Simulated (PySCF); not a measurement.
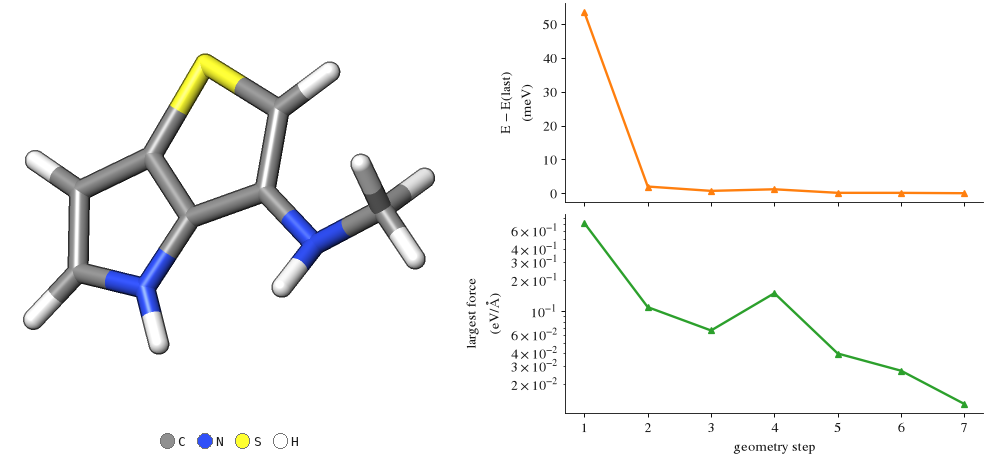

Beside the plot: the molecule at the start.

History of a geometry optimisation. The run: C7H8N2S (SMILES CNc1csc2cc[nH]c12), by PBE0-D3(BJ)/def2-SVP, geometry optimisation in PySCF 2.14.0, density fitting.

The optimisation met its thresholds at geometry 7, counting the start as the first. The energy fell by about 53 meV from the first step to the last, with a rise at step 4. The largest force goes from about 0.71 eV/Å at the start to 0.013 eV/Å at the end.
